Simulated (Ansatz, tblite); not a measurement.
# The cluster Sn₃S₃: removing and adding an electron

What does removing or adding an electron cost or gain for the cluster Sn₃S₃? Each charged state is run at several levels.

Program: Ansatz 0.2.0, Gaussian basis. Level of theory: as each input shows. These are calculated values, not measurements.

Levels to be run: charge +1 doublet, at the geometry of the singlet (PBE0-D4/def2-TZVP, PBE-D4/def2-TZVP, r2SCAN-D4/def2-TZVP, CCSD(T)/def2-SVP); charge -1 doublet, at the geometry of the singlet (PBE0-D4/def2-TZVPD, PBE-D4/def2-TZVPD, r2SCAN-D4/def2-TZVPD); the starting singlet's energies come from earlier runs.

5 further runs of the same task are left out: 5 set aside as unsound or not needed. Runs told in other sessions of the task aren't counted.

## 1. The geometry

The singlet was relaxed beforehand with r2SCAN-D4/def2-SVP. At that level it is the lowest of the isomers that a small search found.

6 atoms, charge 0, spin multiplicity 1.

Atoms are counted from 1 here; the program's logs count them from 0.

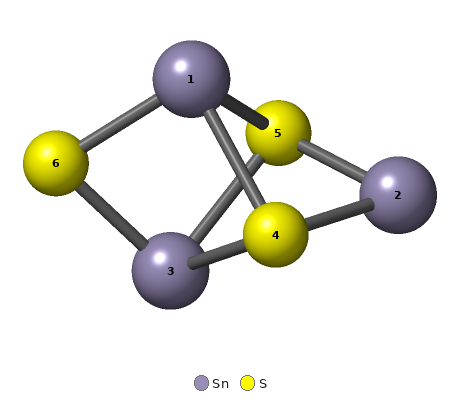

The structure; tin purple, sulfur yellow; atoms are numbered from 1 in the order of the file.

Geometry (Å):

```csv
atom,x (Å),y (Å),z (Å)
Sn1,-0.4770,0.3511,1.6616
Sn2,2.1909,1.1113,-0.7030
Sn3,-0.7459,-0.9715,-1.2693
S4,1.4943,-1.0474,0.3361
S5,-0.2368,1.6854,-0.7389
S6,-2.2254,-1.1289,0.7136
```

Sn takes a core potential in the def2 sets. No spin-orbit coupling is included.

## 2. Charge +1 doublet at the fixed geometry, PBE0-D4/def2-TZVP

The input, in.yaml:

```yaml
crystal:
  periodic: [false, false, false]
  atoms:
    - {symbol: Sn, position_ang: [-0.477013, 0.351133, 1.661578]}
    - {symbol: Sn, position_ang: [2.190852, 1.111304, -0.703026]}
    - {symbol: Sn, position_ang: [-0.745860, -0.971467, -1.269317]}
    - {symbol: S, position_ang: [1.494254, -1.047417, 0.336078]}
    - {symbol: S, position_ang: [-0.236810, 1.685397, -0.738904]}
    - {symbol: S, position_ang: [-2.225423, -1.128950, 0.713591]}
basis:
  gaussian: {orbitals: def2-TZVP}
total_charge: 1
magnetization: {spin_polarized: true, initial_magnetization: 1}
hamiltonian: {xc: pbe0, dispersion: d4}
scf: {omitted_lower_state_checks: [starts]}
output: {orbitals: {seedname: orbitals}}
```

Started as:

```sh
ansatz run in.yaml --threads 4 --pin off --events-out ev --progress --plain --max-ram 4787MiB
```

Log:

```text
Functional definition: PBE0
  name "PBE0"
  cite "Adamo & Barone, J. Chem. Phys. 110, 6158 (1999) doi:10.1063/1.478522"
  cite "Perdew, Burke & Ernzerhof, Phys. Rev. Lett. 77, 3865 (1996) doi:10.1103/PhysRevLett.77.3865"
  parent pbe
  parameter a = 0.25
  parameter kappa = 0.804
  parameter beta = 0.06672455060314922
  exchange = (1 - a)*pbe_x(kappa = kappa, mu = beta*pi^2/3) + a*exact_x
  correlation = pbe_c(beta = beta)
these checks for a lower state are left out or cut short: starts
2196 factors; their error is unknown
the host lacks memory for fits, so the integrals are decomposed
2093 factors; integrals over basis functions are off by at most 9.5e-4 eV
mean field evaluation 1: about -49980.5264 eV, gradient 4.0e1 eV
mean field evaluation 2: about -49934.8883 eV, gradient 9.3e1 eV
mean field evaluation 4: about -49989.2909 eV, gradient 1.0e1 eV
mean field evaluation 8: about -49990.0325 eV, gradient 5.6e-1 eV
mean field evaluation 16: about -49990.0355 eV, gradient 1.6e-3 eV
mean field -49990.03549631 eV, -1837.0999200263 hartree, gradient 1.3e-5 eV, S^2 0.760349; 0 other end points of the search recorded, 0 dependent functions left out
reference -49990.03553098 eV, -1837.0999213003 hartree; 57, 56 occupied and 204, 205 virtual orbitals, 2093 factors
Total energy: -49990.50093388 eV, -1837.1170245416 hartree
Checks for a lower state left out: starts
```

Wall time 22 s (4 threads of Arm Neoverse V1, shared host); peak memory 1.5 GiB.

From the report: HOMO -11.25 eV, LUMO -9.32 eV (over both spins); ⟨S²⟩ 0.760 (pure: 0.75).

## 3. Charge +1 doublet at the fixed geometry, PBE-D4/def2-TZVP

start.molden holds the orbitals of an earlier run on this state, given as this run's starting guess.

Edit in.yaml of step 2 so:

```diff
@@ -10,6 +10,6 @@
 basis:
-  gaussian: {orbitals: def2-TZVP}
+  gaussian: {orbitals: def2-TZVP, initial_orbitals: start.molden}
 total_charge: 1
 magnetization: {spin_polarized: true, initial_magnetization: 1}
-hamiltonian: {xc: pbe0, dispersion: d4}
+hamiltonian: {xc: pbe, dispersion: d4}
 scf: {omitted_lower_state_checks: [starts]}
```

Launched as before.

Log:

```text
Functional definition: PBE
  name "PBE"
  cite "Perdew, Burke & Ernzerhof, Phys. Rev. Lett. 77, 3865 (1996) doi:10.1103/PhysRevLett.77.3865"
  parent pbe
  parameter kappa = 0.804
  parameter beta = 0.06672455060314922
  exchange = pbe_x(kappa = kappa, mu = beta*pi^2/3)
  correlation = pbe_c(beta = beta)
these checks for a lower state are left out or cut short: starts
1947 factors; their error is unknown
mean field evaluation 1: about -49987.2339 eV, gradient 1.0e1 eV
mean field evaluation 2: about -49987.4216 eV, gradient 2.8e-1 eV
mean field evaluation 4: about -49987.4031 eV, gradient 7.7e-2 eV
mean field evaluation 8: about -49987.4031 eV, gradient 1.2e-5 eV
mean field -49987.40312922 eV, -1837.0031823199 hartree, gradient 1.2e-5 eV, S^2 0.752902; 0 other end points of the search recorded, 0 dependent functions left out
reference -49987.40317596 eV, -1837.0031840377 hartree; 57, 56 occupied and 204, 205 virtual orbitals, 1947 factors
Total energy: -49987.94272510 eV, -1837.0230121027 hartree
Checks for a lower state left out: starts
```

It took 10 s on 4 threads of Arm Neoverse V1, shared host.

From the report: HOMO -10.15 eV, LUMO -9.86 eV (over both spins); ⟨S²⟩ 0.753 (pure: 0.75).

## 4. Charge +1 doublet at the fixed geometry, r2SCAN-D4/def2-TZVP

Edit in.yaml of step 3 so:

```diff
@@ -13,3 +13,3 @@
 magnetization: {spin_polarized: true, initial_magnetization: 1}
-hamiltonian: {xc: pbe, dispersion: d4}
+hamiltonian: {xc: r2scan, dispersion: d4}
 scf: {omitted_lower_state_checks: [starts]}
```

Same command.

Log:

```text
Functional definition: r2SCAN
  name "r2SCAN"
  cite "Furness, Kaplan, Ning, Perdew & Sun, J. Phys. Chem. Lett. 11, 8208 (2020) doi:10.1021/acs.jpclett.0c02405"
  cite "Furness, Kaplan, Ning, Perdew & Sun, J. Phys. Chem. Lett. 11, 9248 (2020) doi:10.1021/acs.jpclett.0c03077"
  parent r2scan
  parameter k0 = 0.174
  parameter k1 = 0.065
  parameter a1 = 4.9479
  exchange = r2scan_x(k0 = k0, k1 = k1, a1 = a1)
  correlation = r2scan_c
these checks for a lower state are left out or cut short: starts
1947 factors; their error is unknown
mean field evaluation 1: about -50005.3104 eV, gradient 7.8e0 eV
mean field evaluation 2: about -50005.3930 eV, gradient 1.3e-1 eV
mean field evaluation 4: about -50005.3717 eV, gradient 7.7e-4 eV
mean field evaluation 8: about -50005.3717 eV, gradient 2.2e-5 eV
mean field -50005.37165750 eV, -1837.6635135549 hartree, gradient 8.3e-6 eV, S^2 0.758411; 0 other end points of the search recorded, 0 dependent functions left out
reference -50005.37167576 eV, -1837.6635142258 hartree; 57, 56 occupied and 204, 205 virtual orbitals, 1947 factors
Total energy: -50005.47535658 eV, -1837.6673244256 hartree
Checks for a lower state left out: starts
```

It took 26 s on 4 threads of Arm Neoverse V1, shared host; peak memory 0.71 GiB.

From the report: HOMO -10.43 eV, LUMO -9.90 eV (over both spins); ⟨S²⟩ 0.758 (pure: 0.75).

## 5. Charge +1 doublet at the fixed geometry, CCSD(T)/def2-SVP

Edit in.yaml of step 4 so:

```diff
@@ -10,7 +10,7 @@
 basis:
-  gaussian: {orbitals: def2-TZVP, initial_orbitals: start.molden}
+  gaussian: {orbitals: def2-SVP, initial_orbitals: start.molden}
 total_charge: 1
 magnetization: {spin_polarized: true, initial_magnetization: 1}
-hamiltonian: {xc: r2scan, dispersion: d4}
-scf: {omitted_lower_state_checks: [starts]}
+correlation: {method: ccsd_t}
+scf: {omitted_lower_state_checks: [starts, cluster_reference]}
 output: {orbitals: {seedname: orbitals}}
```

The command is unchanged.

Log:

```text
Functional definition: HF
  name "HF"
  cite "Fock, Z. Phys. 61, 126 (1930) doi:10.1007/BF01340294"
  parent pbe
  exchange = exact_x
  correlation = 0
these checks for a lower state are left out or cut short: starts, cluster_reference
1500 factors; integrals over basis functions are off by at most 3.6e-4 eV
mean field evaluation 1: about -49855.8041 eV, gradient 2.5e1 eV
mean field evaluation 2: about -49857.0741 eV, gradient 1.5e0 eV
mean field evaluation 4: about -49857.1727 eV, gradient 1.7e-1 eV
mean field evaluation 8: about -49857.1730 eV, gradient 6.5e-6 eV
mean field -49857.17296369 eV, -1832.2173120100 hartree, gradient 6.5e-6 eV, S^2 0.814290; 0 other end points of the search recorded, 0 dependent functions left out
27 core orbitals not correlated: weight in the atoms' cores, before any rotation towards them, 1.000 or more for the frozen orbitals, at most 0.000 for the correlated occupied ones
reference -49857.17296369 eV, -1832.2173120100 hartree; 30, 29 occupied and 75, 76 virtual orbitals, 1500 factors
second order -17.46078980 eV of doubles, -0.00000000 eV of singles
cycle   1  -17.89391697 eV  change   -4.3e-1 eV  update   1.6e-1
cycle   2  -18.55263850 eV  change   -6.6e-1 eV  update   5.4e-2
cycle   3  -18.75635484 eV  change   -2.0e-1 eV  update   3.6e-2
cycle   4  -18.75136843 eV  change    5.0e-3 eV  update   1.4e-2
cycle   5  -18.75149600 eV  change   -1.3e-4 eV  update   8.2e-3
cycle   6  -18.75352936 eV  change   -2.0e-3 eV  update   3.4e-3
cycle   7  -18.75384447 eV  change   -3.2e-4 eV  update   1.7e-3
cycle   8  -18.75446455 eV  change   -6.2e-4 eV  update   6.8e-4
cycle   9  -18.75451099 eV  change   -4.6e-5 eV  update   2.9e-4
cycle  10  -18.75434607 eV  change    1.6e-4 eV  update   1.4e-4
cycle  11  -18.75438896 eV  change   -4.3e-5 eV  update   6.4e-5
cycle  12  -18.75441520 eV  change   -2.6e-5 eV  update   3.0e-5
perturbative correction -1.04121214 eV, -0.0382638402 hartree
Total energy: -49876.96859103 eV, -1832.9447878968 hartree
Checks for a lower state left out: starts, cluster_reference
```

Wall time 2 min (4 threads of Arm Neoverse V1, shared host); peak memory 2.3 GiB.

From the report: Hartree-Fock HOMO -13.13 eV, LUMO -6.57 eV (over both spins); ⟨S²⟩ 0.814 (pure: 0.75); T1 0.020.

## 6. Vertical ionisation energy

Charged state less starting state, singlet to doublet; the starting state's energies are those of its earlier runs.

Differences are taken before rounding.

```csv
method,vertical ionisation energy (eV),from CCSD(T)/def2-SVP (eV),time
HF/def2-SVP,7.29,-0.22,
PBE-D4/def2-TZVP,7.66,+0.15,14 s
r2SCAN-D4/def2-TZVP,7.78,+0.28,38 s
PBE0-D4/def2-TZVP,7.80,+0.29,34 s
MP2/def2-SVP,7.58,+0.07,
CCSD/def2-SVP,7.55,+0.05,
CCSD(T)/def2-SVP,7.50,0,2.5 min
```

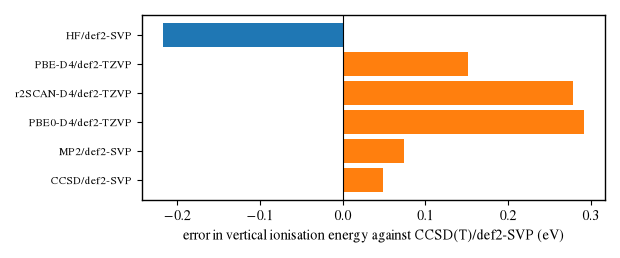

Error of each method against CCSD(T)/def2-SVP.

Times add the two runs; a level without a time comes out of a correlated run.

Beside −ε(HOMO) of the starting state:

```csv
level,−ε(HOMO) (eV),by difference (eV),mismatch (eV)
PBE-D4/def2-TZVP,5.42,7.66,-2.23
r2SCAN-D4/def2-TZVP,5.64,7.78,-2.14
PBE0-D4/def2-TZVP,6.25,7.80,-1.54
```

## 7. Charge -1 doublet at the fixed geometry, PBE0-D4/def2-TZVPD

Edit in.yaml of step 5 so:

```diff
@@ -10,7 +10,7 @@
 basis:
-  gaussian: {orbitals: def2-SVP, initial_orbitals: start.molden}
-total_charge: 1
+  gaussian: {orbitals: def2-TZVPD}
+total_charge: -1
 magnetization: {spin_polarized: true, initial_magnetization: 1}
-correlation: {method: ccsd_t}
-scf: {omitted_lower_state_checks: [starts, cluster_reference]}
+hamiltonian: {xc: pbe0, dispersion: d4}
+scf: {omitted_lower_state_checks: [starts]}
 output: {orbitals: {seedname: orbitals}}
```

Same command.

Log:

```text
Functional definition: PBE0
  name "PBE0"
  cite "Adamo & Barone, J. Chem. Phys. 110, 6158 (1999) doi:10.1063/1.478522"
  cite "Perdew, Burke & Ernzerhof, Phys. Rev. Lett. 77, 3865 (1996) doi:10.1103/PhysRevLett.77.3865"
  parent pbe
  parameter a = 0.25
  parameter kappa = 0.804
  parameter beta = 0.06672455060314922
  exchange = (1 - a)*pbe_x(kappa = kappa, mu = beta*pi^2/3) + a*exact_x
  correlation = pbe_c(beta = beta)
these checks for a lower state are left out or cut short: starts
2409 factors; their error is unknown
the host lacks memory for fits, so the integrals are decomposed
2360 factors; integrals over basis functions are off by at most 7.9e-4 eV
mean field evaluation 1: about -49997.6912 eV, gradient 1.7e1 eV
mean field evaluation 2: about -49995.0831 eV, gradient 2.8e1 eV
mean field evaluation 4: about -49999.4177 eV, gradient 8.7e-1 eV
mean field evaluation 8: about -49999.5777 eV, gradient 1.8e-1 eV
mean field evaluation 16: about -49999.5779 eV, gradient 1.0e-3 eV
mean field -49999.57789437 eV, -1837.4505966870 hartree, gradient 5.6e-5 eV, S^2 0.754998; 0 other end points of the search recorded, 0 dependent functions left out
reference -49999.57793272 eV, -1837.4505980961 hartree; 58, 57 occupied and 248, 249 virtual orbitals, 2360 factors
Total energy: -50000.07911570 eV, -1837.4690162310 hartree
Checks for a lower state left out: starts
```

Wall time 30 s (4 threads of Arm Neoverse V1, shared host); peak memory 2 GiB.

HOMO -0.29 eV, LUMO 1.95 eV (over both spins); ⟨S²⟩ 0.755 (pure: 0.75).

## 8. Charge -1 doublet at the fixed geometry, PBE-D4/def2-TZVPD

Edit in.yaml of step 7 so:

```diff
@@ -10,6 +10,6 @@
 basis:
-  gaussian: {orbitals: def2-TZVPD}
+  gaussian: {orbitals: def2-TZVPD, initial_orbitals: start.molden}
 total_charge: -1
 magnetization: {spin_polarized: true, initial_magnetization: 1}
-hamiltonian: {xc: pbe0, dispersion: d4}
+hamiltonian: {xc: pbe, dispersion: d4}
 scf: {omitted_lower_state_checks: [starts]}
```

Same command.

Log:

```text
Functional definition: PBE
  name "PBE"
  cite "Perdew, Burke & Ernzerhof, Phys. Rev. Lett. 77, 3865 (1996) doi:10.1103/PhysRevLett.77.3865"
  parent pbe
  parameter kappa = 0.804
  parameter beta = 0.06672455060314922
  exchange = pbe_x(kappa = kappa, mu = beta*pi^2/3)
  correlation = pbe_c(beta = beta)
these checks for a lower state are left out or cut short: starts
2091 factors; their error is unknown
mean field evaluation 1: about -49996.5113 eV, gradient 1.0e1 eV
mean field evaluation 2: about -49996.7075 eV, gradient 3.0e-1 eV
mean field evaluation 4: about -49996.6899 eV, gradient 6.8e-2 eV
mean field evaluation 8: about -49996.6899 eV, gradient 1.7e-5 eV
mean field -49996.68986542 eV, -1837.3444635805 hartree, gradient 1.7e-5 eV, S^2 0.752937; 0 other end points of the search recorded, 0 dependent functions left out
reference -49996.68991428 eV, -1837.3444653761 hartree; 58, 57 occupied and 248, 249 virtual orbitals, 2091 factors
Total energy: -49997.27084700 eV, -1837.3658142598 hartree
Checks for a lower state left out: starts
```

Wall time 13 s (4 threads of Arm Neoverse V1, shared host); peak memory 0.84 GiB.

Report: HOMO 0.48 eV, LUMO 1.27 eV (over both spins); ⟨S²⟩ 0.753 (pure: 0.75). Doubts: highest occupied level lies above zero.

## 9. Charge -1 doublet at the fixed geometry, r2SCAN-D4/def2-TZVPD

Edit in.yaml of step 8 so:

```diff
@@ -13,3 +13,3 @@
 magnetization: {spin_polarized: true, initial_magnetization: 1}
-hamiltonian: {xc: pbe, dispersion: d4}
+hamiltonian: {xc: r2scan, dispersion: d4}
 scf: {omitted_lower_state_checks: [starts]}
```

Same command.

Log:

```text
Functional definition: r2SCAN
  name "r2SCAN"
  cite "Furness, Kaplan, Ning, Perdew & Sun, J. Phys. Chem. Lett. 11, 8208 (2020) doi:10.1021/acs.jpclett.0c02405"
  cite "Furness, Kaplan, Ning, Perdew & Sun, J. Phys. Chem. Lett. 11, 9248 (2020) doi:10.1021/acs.jpclett.0c03077"
  parent r2scan
  parameter k0 = 0.174
  parameter k1 = 0.065
  parameter a1 = 4.9479
  exchange = r2scan_x(k0 = k0, k1 = k1, a1 = a1)
  correlation = r2scan_c
these checks for a lower state are left out or cut short: starts
2091 factors; their error is unknown
mean field evaluation 1: about -50014.9012 eV, gradient 7.8e0 eV
mean field evaluation 2: about -50014.9855 eV, gradient 1.4e-1 eV
mean field evaluation 4: about -50014.9630 eV, gradient 6.9e-4 eV
mean field -50014.96297410 eV, -1838.0159879387 hartree, gradient 1.8e-5 eV, S^2 0.757272; 0 other end points of the search recorded, 0 dependent functions left out
reference -50014.96302484 eV, -1838.0159898034 hartree; 58, 57 occupied and 248, 249 virtual orbitals, 2091 factors
Total energy: -50015.07482673 eV, -1838.0200984472 hartree
Checks for a lower state left out: starts
```

Run time: 30 s. Hardware: 4 threads of Arm Neoverse V1, shared host; peak memory 0.95 GiB.

HOMO 0.26 eV, LUMO 1.58 eV (over both spins); ⟨S²⟩ 0.757 (pure: 0.75). Doubts: highest occupied level lies above zero.

## 10. Vertical electron affinity

Starting state less charged state (positive: the electron is bound), singlet to doublet; the starting state's energies are those of its earlier runs.

```csv
level,vertical electron affinity (eV),time
PBE-D4/def2-TZVPD,+1.62,21 s
r2SCAN-D4/def2-TZVPD,+1.77,45 s
PBE0-D4/def2-TZVPD,+1.73,46 s
```

Times add the two runs; a level without a time comes out of a correlated run.

Beside −ε(LUMO) of the starting state:

```csv
level,−ε(LUMO) (eV),by difference (eV),mismatch (eV)
PBE-D4/def2-TZVPD,3.67,1.62,+2.05
r2SCAN-D4/def2-TZVPD,3.67,1.77,+1.90
PBE0-D4/def2-TZVPD,3.08,1.73,+1.35
```

## 11. Results

| quantity | value |
| --- | --- |
| vertical ionisation energy, functionals in def2-TZVP | 7.66 (PBE-D4) to 7.80 eV (PBE0-D4) |
| vertical ionisation energy, CCSD(T)/def2-SVP | 7.50 eV |
| vertical electron affinity, functionals in def2-TZVPD | 1.62 (PBE-D4) to 1.77 eV (r2SCAN-D4) |

In words: The vertical ionisation energy spans 7.66 to 7.80 eV over the functionals, beside 7.50 eV from CCSD(T)/def2-SVP. −ε(HOMO) misses the level's own difference by -1.54 eV at best (PBE0-D4) and -2.23 eV at worst (PBE-D4). The yardstick is in a double-zeta basis, so levels in larger sets aren't compared like for like. The reference is CCSD(T) in one finite basis, so it carries an error of its own, often a tenth of an eV or more, and near misses can't be ranked. The vertical electron affinity spans 1.62 to 1.77 eV over the functionals. −ε(LUMO) misses the level's own difference by +1.35 eV at best (PBE0-D4) and +2.05 eV at worst (PBE-D4).

The anion's highest level is positive in at least one run, so there the basis alone may hold the extra electron.
